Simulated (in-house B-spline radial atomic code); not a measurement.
Level of theory: scalar-relativistic (spin-free one-electron X2C) BHandHLYP, spin-polarised, spherical fractional occupations, Fermi nucleus, basis-set limit. Computed with an in-house B-spline radial code. The occupation of the 1s shell is varied from Li²⁺ (1s1 (high spin)) to Li⁺ (1s2), with spherical fractional occupations. Wanted, and plotted below: the total energy less the straight line between the end points, and the eigenvalue of 1s↓ (the dashed line is minus the energy to take the whole electron out).

The curve is convex (below the straight line), with the largest deviation among the points computed, −1.70 eV, at 0.5. The end points differ by 75.8 eV, the energy to take the electron out. The eigenvalue, which is the slope of the energy (Janak's theorem), moves from −81.5 eV at 0.09 to −68.8 eV at 1; for a straight line it would stay constant, and a parabola would sag by an eighth of this change, scaled to a whole electron, 1.74 eV. Convexity is the delocalisation error: fractional charges are too low in energy. Exact exchange at spherical fractional occupations leaves self-interaction in partly filled shells, which adds to the curvature.

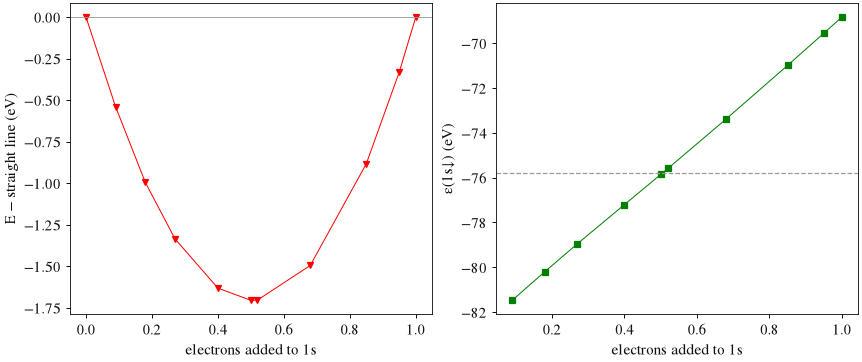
